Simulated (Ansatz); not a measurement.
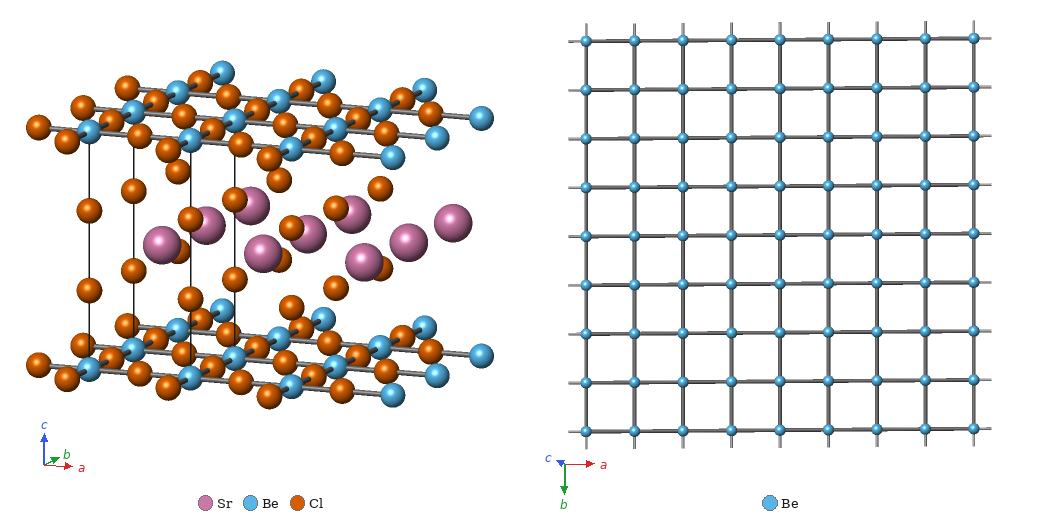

Left: the structure. Right: its underlying net. Nodes are coloured by element. One layer is drawn. Short stubs are edges that leave the cut-out.

System SrBeCl₄ (space group P4/mmm, No. 123); source of the atomic positions: the input geometry of an electronic-structure calculation (not necessarily at equilibrium); the starting structure was generated, so it need not be a known form of this composition.

Bonds are taken as Be–Cl below 2.3 Å; Sr is left out of the net, as the electropositive filling of the structure. Simplification: prune 0- and 1-connected atoms, fold 2-connected ones into links.

The result is a uninodal 4-connected, two-periodic (layers) net: Be is a 4-connected node. Cl(2f) becomes part of the edges. Cl(2g) drops out. It is the sql net, known from the square lattice. The layers lie parallel to (001).

| node | links | point symbol | coordination sequence |
| --- | --- | --- | --- |
| Be | 4 | 4⁴·6² | 4 8 12 16 |
